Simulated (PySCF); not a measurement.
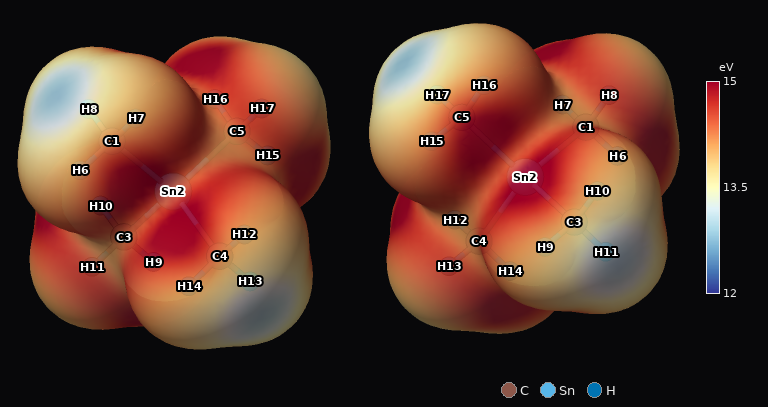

C$_{4}$H$_{12}$Sn, SMILES `C[Sn](C)(C)C`. Average local ionisation energy on the surface of electron density 0.001 a.u. (back view left, front view right).

Level of theory: ωB97X/def2-TZVP (PySCF), at a geometry from GFN2-xTB. Core potentials replace the inner electrons of Sn; spin–orbit coupling isn't included. No frequency check shows the geometry to be a minimum. GFN2-xTB bond lengths at metals and heavier atoms can be off by up to 0.1 Å and shapes distorted, which carries into these values.

Coordinates in Å:

```
C1      -1.2795   -1.6052   -0.7750
Sn2     -0.0001   -0.0001    0.0001
C3      -1.2545    1.6086    0.8081
C4       1.2472    0.7901   -1.6235
C5       1.2875   -0.7932    1.5897
H6      -1.9226   -1.2300   -1.5635
H7      -0.6754   -2.4092   -1.1802
H8      -1.9025   -2.0083    0.0133
H9      -0.6379    2.4111    1.1972
H10     -1.8775    1.2351    1.6133
H11     -1.8976    2.0129    0.0362
H12      1.8739    0.0094   -2.0354
H13      1.8861    1.5861   -1.2576
H14      0.6266    1.1882   -2.4187
H15      1.9269   -0.0141    1.9850
H16      0.6870   -1.1897    2.4011
H17      1.9144   -1.5908    1.2073
```

**Locate the minima of the map.**

The lowest value is 12.8 eV, near H9 (1.87 Å), H10 (1.94 Å), H11 (1.95 Å) and C3 (2.00 Å), and at like points elsewhere. Further minima include 14.1 eV, near H7 (2.12 Å), H17 (2.13 Å), H12 (2.16 Å) and Sn2 (2.26 Å), and at like points elsewhere. For comparison, the highest occupied orbital lies at −9.9 eV.
